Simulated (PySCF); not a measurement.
C4H10FNSi3 (SMILES F[SiH2]N([SiH3])[SiH]1C=CC=C1)

```yaml
atoms:
  - { symbol: F, position_ang: [2.9310, -1.7902, -1.2917] }
  - { symbol: Si, position_ang: [2.5236, -1.3670, 0.2077] }
  - { symbol: N, position_ang: [1.1968, -0.2651, 0.1281] }
  - { symbol: Si, position_ang: [1.5046, 1.4250, -0.2145] }
  - { symbol: Si, position_ang: [-0.4542, -0.8172, 0.2765] }
  - { symbol: C, position_ang: [-1.5671, -0.4757, -1.2083] }
  - { symbol: C, position_ang: [-2.5627, 0.3281, -0.8211] }
  - { symbol: C, position_ang: [-2.5461, 0.7650, 0.5688] }
  - { symbol: C, position_ang: [-1.5384, 0.3175, 1.3235] }
  - { symbol: H, position_ang: [3.7041, -0.7166, 0.7453] }
  - { symbol: H, position_ang: [2.1164, -2.5992, 0.8525] }
  - { symbol: H, position_ang: [0.2916, 1.9978, -0.7917] }
  - { symbol: H, position_ang: [2.6212, 1.5200, -1.1546] }
  - { symbol: H, position_ang: [1.8515, 2.0766, 1.0538] }
  - { symbol: H, position_ang: [-0.4656, -2.2135, 0.7188] }
  - { symbol: H, position_ang: [-1.4928, -0.8523, -2.2146] }
  - { symbol: H, position_ang: [-3.3561, 0.6700, -1.4725] }
  - { symbol: H, position_ang: [-3.3260, 1.4259, 0.9232] }
  - { symbol: H, position_ang: [-1.4416, 0.5800, 2.3634] }
```

Geometry: GFN2-xTB.

Method: PySCF, PBE0/pcSseg-1, SCF density, gas phase, non-relativistic.

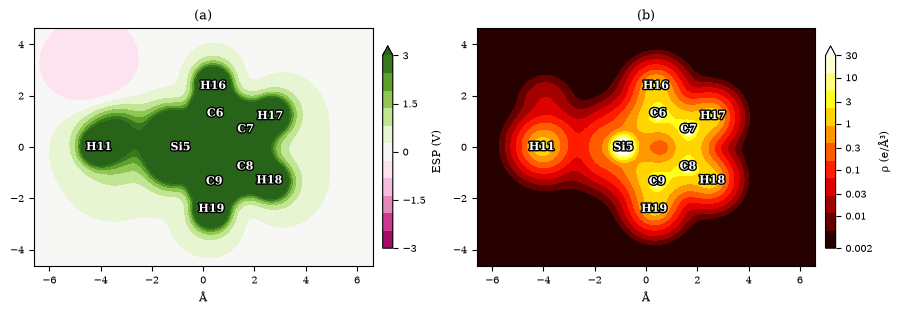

Figure 1. (a) electrostatic potential; (b) electron density on the plane of atoms Si5, C6 and C7.

> What do the fields say about this system?

- The plane passes through Si, C and H nuclei.
- C–C (1.34 Å): ρ at the midpoint is about 2.3 e/Å³.
- C–Si (1.89 Å): the density is about 0.94 e/Å³ at the midpoint.
- C–H (1.08 Å): the density is about 2 e/Å³ at the midpoint.
- C–C (1.46 Å): ρ at the midpoint is about 1.9 e/Å³.
- Outside the dense part of the molecule the potential is most negative (−0.8 V) near F1, which lies off the plane.

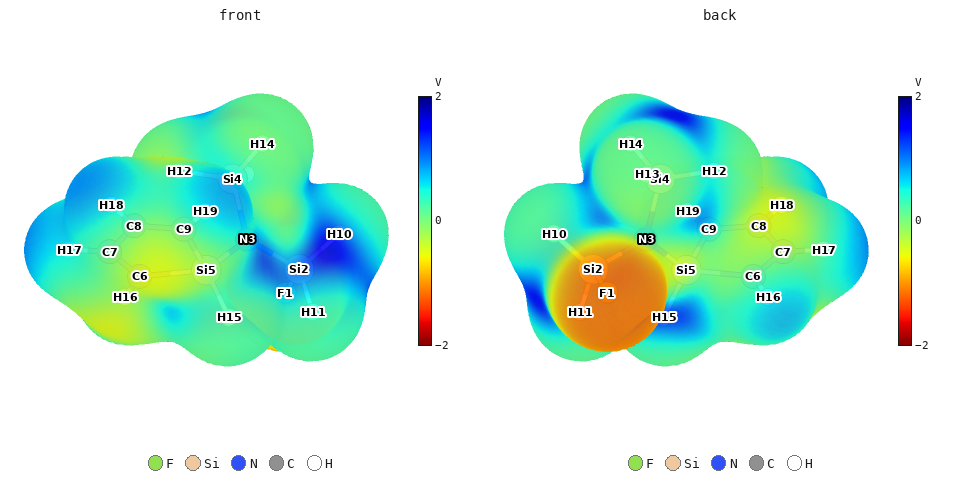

Figure 2. The molecular electrostatic potential painted on the density surface at 0.002 e/bohr³, seen from the front and from behind; the colour scale runs from red (negative) to blue (positive).

> Which sites attract a positive test charge, and which a negative one?

A positive charge is drawn to the negative regions and a negative charge to the positive ones. The most negative region (about −1.2 V) lies over F1, the most positive (about +1.5 V) over Si2 and Si4.

> What dipole moment does the calculation give?

Its dipole moment is 1.82 D.
